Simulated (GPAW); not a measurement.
# 1T-PbSeTe monolayer in an electric field, part 2 of 2

Aim: the dipole that a field along the normal induces in 1T-PbSeTe monolayer.

GPAW 26.7.0; GPAW, PAW setups; layer in a repeated cell with vacuum, relaxation of atoms and in-plane cell (the session's first sound run).

So far. Step 9 (Field on): The dipole is now 0.0682 e Å, against -0.027 in the run without a field.

## 10. Field on

Level of this step: GPAW, PAW setups; slab in vacuum (GPAW).

Input file run.py:

```python
import json
import numpy as np
from ase import Atoms
from gpaw import GPAW, PW
from gpaw.external import ConstantElectricField

slab = Atoms(
    ['Te', 'Pb', 'Se'],
    positions=[
        [2.01710, 1.16458, 9.00000],
        [-0.00000, 0.00000, 11.07705],
        [0.00000, 2.32915, 12.71216]],
    cell=[[4.0342, -0.0, 0.0], [-2.0171, 3.49373, 0.0], [0.0, 0.0, 21.7122]],
    pbc=[True, True, False])

slab.calc = GPAW(mode=PW(400), xc='PBE', kpts={'size': (9, 9, 1), 'gamma': True},
                 occupations={'name': 'fermi-dirac', 'width': 0.05}, nbands='200%',
                 convergence={'density': 1e-05}, maxiter=200,
                 poissonsolver={'dipolelayer': 'xy'},
                 external=ConstantElectricField(0.3, [0, 0, 1]),
                 symmetry={'tolerance': 1e-3}, txt='slab.txt')
result = {}
energy = slab.get_potential_energy()
fermi = slab.calc.get_fermi_level()
v = slab.calc.get_electrostatic_potential().mean((0, 1)) - fermi
n = slab.calc.get_pseudo_density().mean((0, 1))
L = slab.cell[2, 2]
z = np.arange(len(v)) * L / len(v)
low, high = slab.positions[:, 2].min(), slab.positions[:, 2].max()
below, above = np.interp([low - 6.8, high + 6.8], z, v)
slopes = [np.interp(x, z, np.gradient(v, z)) for x in (low - 6.8, high + 6.8)]
eps = np.array([[slab.calc.get_eigenvalues(k, s) for k in range(len(slab.calc.get_ibz_k_points()))]
                for s in range(slab.calc.get_number_of_spins())]) - fermi
top, bottom = eps[eps < 0].max(), eps[eps > 0].min()
dipole = slab.get_dipole_moment()[2]
print(f'energy {energy:.4f} eV, Fermi level {fermi:.4f} eV, dipole {dipole:.5f} e A')
print(f'potential 6.8 A off the faces, from the Fermi level: lower {below:.4f} eV, upper {above:.4f} eV')
print(f'slope of the potential there: lower {slopes[0]:.5f}, upper {slopes[1]:.5f} eV/A')
print(f'nearest levels on the mesh: {top:.4f} and {bottom:.4f} eV')
print('magnetic moment', round(slab.get_magnetic_moment(), 3))
result.update(energy=energy, fermi=fermi, dipole=dipole, below=below, above=above, slopes=slopes, edges=[top, bottom],
              z=z.tolist(), v=v.tolist(), n=n.tolist(), positions=slab.positions.tolist(),
              forces=slab.get_forces(apply_constraint=False).tolist(), moments=slab.get_magnetic_moments().tolist())
json.dump(result, open('result.json', 'w'))
```

Started as:

```
$ OMP_NUM_THREADS=1 OPENBLAS_NUM_THREADS=1 python run.py
```

Output:

```text
energy -10.2634 eV, Fermi level -2.2687 eV, dipole 0.11576 e A
potential 6.8 A off the faces, from the Fermi level: lower 6.2369 eV, upper 4.7501 eV
slope of the potential there: lower 0.00013, upper 0.00011 eV/A
nearest levels on the mesh: -0.0250 and 0.0539 eV
magnetic moment 0.0
```

It took 1.8 min on 1 thread of Arm Neoverse V1, shared host; peak memory 0.35 GiB.

The electrostatic potential energy of an electron (without an applied field's), less the Fermi level, planar mean oscillates, so the rows of the table below give means over windows of 2 Å about each position, cut where the curve ends. Its maxima inside the range that stand out by 2 % of the span (Å: eV): 1.8: 6.24, 10.0: -0.449, 12.0: -3.39. Its minima: 9.0: -13.9, 11.1: -15.3, 12.7: -12.7.

Table of electrostatic potential energy of an electron (without an applied field's), less the Fermi level, planar mean by z; means over each step:

| z (Å) | electrostatic potential energy of an electron (without an applied field's), less the Fermi level, planar mean (eV) |
| --- | --- |
| 0 | 6.10 |
| 2 | 6.24 |
| 4 | 6.24 |
| 6 | 6.19 |
| 8 | -0.0818 |
| 10 | -6.40 |
| 12 | -8.96 |
| 14 | 2.34 |
| 16 | 4.74 |
| 18 | 4.75 |
| 20 | 4.75 |

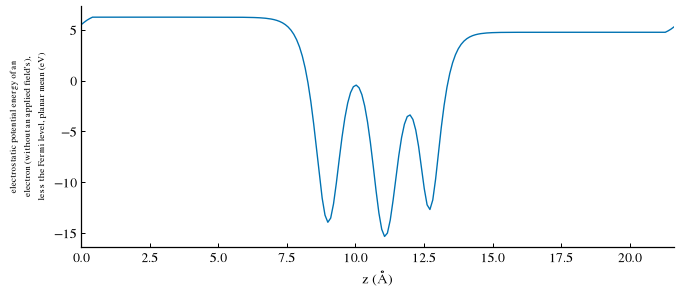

Electrostatic potential energy of an electron (without an applied field's), less the Fermi level, planar mean against z.

The dipole is now 0.116 e Å, against -0.027 in the run without a field.

## 11. The series

The members are put on one axis.

This step: induced dipole against applied field (GPAW 26.7.0).

The dipole along the normal by field:

| field (V/Å) | dipole along the normal (e·Å) |
| --- | --- |
| -0.200 | -0.122 |
| -0.100 | -0.0742 |
| -0.050 | -0.0505 |
| 0.000 | -0.0270 |
| 0.050 | -0.00303 |
| 0.100 | 0.0207 |
| 0.200 | 0.0682 |
| 0.300 | 0.116 |

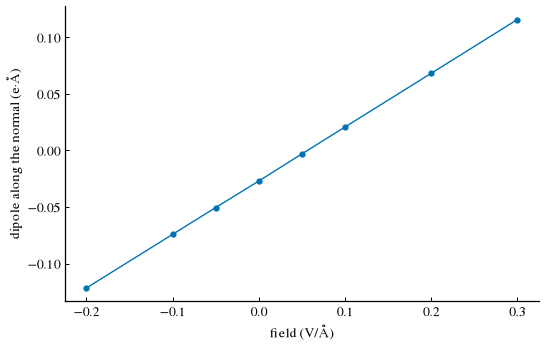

Dipole along the normal, plotted against field.

## 12. A changed run

One more run, with changed settings.

This step: GPAW, PAW setups; slab in vacuum (GPAW 26.7.0).

Changes to run.py since step 10:

```diff
@@ -4,3 +4,2 @@
 from gpaw import GPAW, PW
-from gpaw.external import ConstantElectricField
 
@@ -15,7 +14,6 @@
 
-slab.calc = GPAW(mode=PW(400), xc='PBE', kpts={'size': (9, 9, 1), 'gamma': True},
+slab.calc = GPAW(mode=PW(60), xc='PBE', kpts={'size': (9, 9, 1), 'gamma': True},
                  occupations={'name': 'fermi-dirac', 'width': 0.05}, nbands='200%',
-                 convergence={'density': 1e-05}, maxiter=200,
+                 convergence={'density': 1e-05}, maxiter=100,
                  poissonsolver={'dipolelayer': 'xy'},
-                 external=ConstantElectricField(0.3, [0, 0, 1]),
                  symmetry={'tolerance': 1e-3}, txt='slab.txt')
```

Output:

```text
energy 381.4565 eV, Fermi level -2.6788 eV, dipole -0.06497 e A
potential 6.8 A off the faces, from the Fermi level: lower 6.7981 eV, upper 8.1333 eV
slope of the potential there: lower -0.10054, upper 0.16988 eV/A
nearest levels on the mesh: -0.0200 and 0.0213 eV
magnetic moment 0.0
```

Wall time 12 s (1 thread); peak memory 0.12 GiB.

The run finished. A setting was moved off its sound value on purpose, so it serves as a test and not as the result.

The fault put into the input: a cutoff far too low (ecut = 60).

The two runs compared:

| quantity | this run | sound run | difference |
| --- | --- | --- | --- |
| dipole along the normal (e·Å) | -0.064967 | -0.027039 | -0.0379 |

One result that differs is the dipole along the normal, -0.0650 e·Å against -0.0270 e·Å.

## 13. What came out

```yaml
work_function_upper_and_lower_face: 5.620 and 5.276 eV
dipole_along_the_normal: -0.0270 e Å
induced_dipole_per_field: 0.475 e Å per V/Å
out_of_plane_polarisability_per_area_alpha_eps_0_a: 6.10 Å
```

In words: The field induces 0.475 e Å per V/Å, a polarisable thickness α/(ε0 A) of 6.10 Å beside 3.71 Å between the outermost nuclei. A perfect conductor would give the distance between its two image planes; a dielectric of thickness t gives t(1 - 1/ε). The two faces differ by 0.34 eV, the step that the slab's dipole makes (e p/(ε0 A) gives 0.35 eV), so the dipole layer is needed. The induced dipole is linear in the field over this range. The starting lattice was a guess from atomic radii; the relaxation moved it by 8 %. The relaxation of atoms and cell ran in a fully periodic cell without the dipole layer, so the atoms of this polar layer felt a small spurious field. The layer's cell and atoms come from the relaxation; spin-orbit coupling and temperature are left out.

[Logs are printed without paths, hosts, clocks, repeated set-up lines and the standing remarks that a program may print on its own settings, such as how far it seeks lower states.]

[Hosts, paths, dates, database ids (printed as entryN), source tags and the programs' standing remarks are cut or masked in the printed files.]
